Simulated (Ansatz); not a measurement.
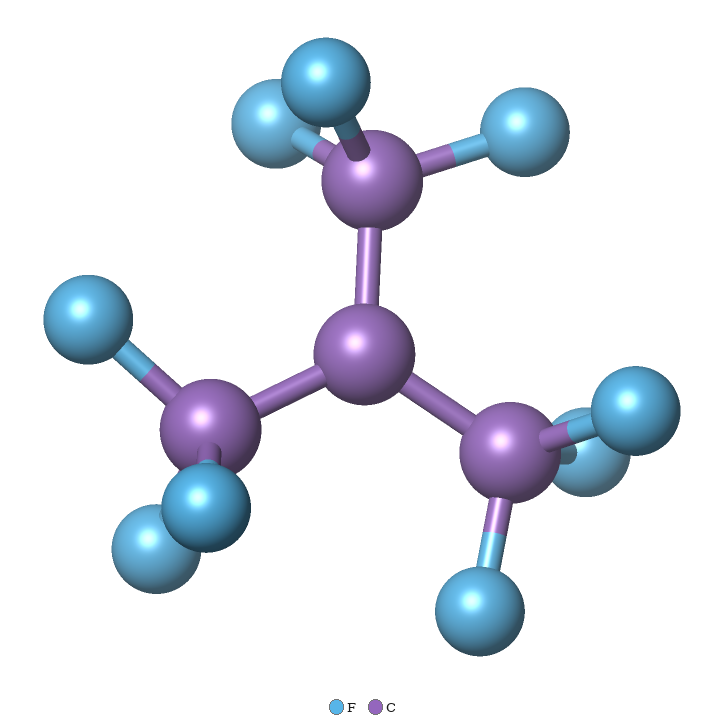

The picture shows the input geometry.

Ansatz 0.2.0 input:

```yaml
crystal:
  periodic: [false, false, false]
  atoms:
    - {symbol: F, position_ang: [-1.856680, -0.950055, -1.170777]}
    - {symbol: C, position_ang: [-0.680461, -0.241114, -1.254663]}
    - {symbol: F, position_ang: [-1.067461, 0.880399, -1.951365]}
    - {symbol: F, position_ang: [0.089055, -0.940518, -2.116605]}
    - {symbol: C, position_ang: [0.000190, 0.000471, -0.000196]}
    - {symbol: C, position_ang: [-0.664822, 0.736394, 1.054079]}
    - {symbol: F, position_ang: [-0.040916, 1.892692, 1.462329]}
    - {symbol: F, position_ang: [-1.908503, 1.118807, 0.691746]}
    - {symbol: F, position_ang: [-0.830970, 0.062175, 2.241913]}
    - {symbol: C, position_ang: [1.345385, -0.495037, 0.200481]}
    - {symbol: F, position_ang: [1.819708, -0.177725, 1.424654]}
    - {symbol: F, position_ang: [2.292944, -0.028277, -0.681115]}
    - {symbol: F, position_ang: [1.502552, -1.858201, 0.099530]}
basis:
  gaussian: {orbitals: cc-pVDZ}
total_charge: -1
hamiltonian: {xc: {name: RPBE}, dispersion: d4, pseudopotentials: {relativity: scalar}}
scf: {lower_state_search: full}
```

It was started with:

```sh
ansatz run in.yaml --threads 4 --pin off --events-out ev --progress --plain --max-ram 66560MiB --backend cpu
```

Output:

```
Functional definition: RPBE
  name "RPBE"
  cite "Hammer, Hansen & Nørskov, Phys. Rev. B 59, 7413 (1999) doi:10.1103/PhysRevB.59.7413"
  cite "Perdew, Burke & Ernzerhof, Phys. Rev. Lett. 77, 3865 (1996) doi:10.1103/PhysRevLett.77.3865"
  parameter kappa = 0.804
  parameter beta = 0.06672455060314922
  exchange = rpbe_x(kappa = kappa, mu = beta*pi^2/3)
  correlation = pbe_c(beta = beta)
1944 factors; their error is unknown
mean field evaluation 1: about -28615.4071 eV, gradient 5.5e1 eV
mean field evaluation 2: about -28610.8086 eV, gradient 7.2e1 eV
mean field evaluation 4: about -28620.6858 eV, gradient 4.4e0 eV
mean field evaluation 8: about -28620.7131 eV, gradient 2.1e-2 eV
mean field evaluation 16: about -28620.6016 eV, gradient 1.1e-4 eV
mean field -28620.60155593 eV, -1051.7877074400 hartree, gradient 4.4e-5 eV, S^2 0.000000; 0 other end points of the search recorded, 0 dependent functions left out
reference -28620.60157194 eV, -1051.7877080283 hartree; 53, 53 occupied and 129, 129 virtual orbitals, 1944 factors
Total energy: -28622.01960806 eV, -1051.8398198946 hartree
Relativity: scalar
```

Self-consistency was reached.
